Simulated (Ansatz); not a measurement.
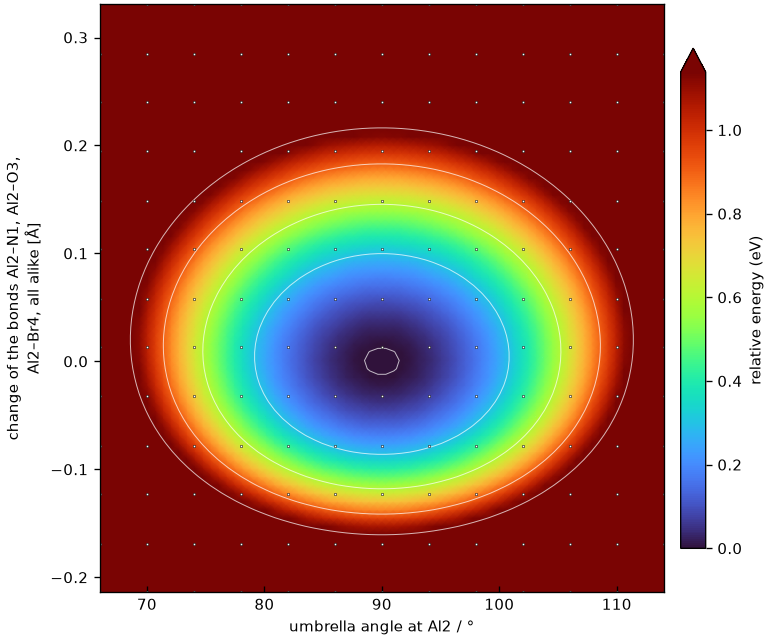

AlBrH₂NO, SMILES [NH2][Al]([O-])[Br], charge −1. First axis: umbrella angle at Al2 (between each of its bonds and their common axis; 90 is planar). Second axis: change of the bonds Al2–N1, Al2–O3, Al2–Br4, all alike. Nothing is relaxed (all other coordinates rigid). Grid: 13 × 13 points; 100 points were computed and 69 follow by symmetry. Points are written as (first, second). All energies are given in eV relative to the lowest grid point. Method: Ansatz, RKS wB97M-V/def2-SVPD.

The picture shows a smooth colour map with a few white contour lines, dots at the grid points, one colour for all values above the top of the scale. Between grid points the surface is interpolated.

> Where is the minimum, and how stiff is the well along each coordinate?

The interpolated minimum is at the first coordinate ≈ 90.0°, the second coordinate ≈ 0.000 Å. The curvatures there are about 17 eV/rad² and 72 eV/Å², with a cross term of about 0 eV/(rad·Å). Round the minimum the two coordinates are nearly uncoupled.
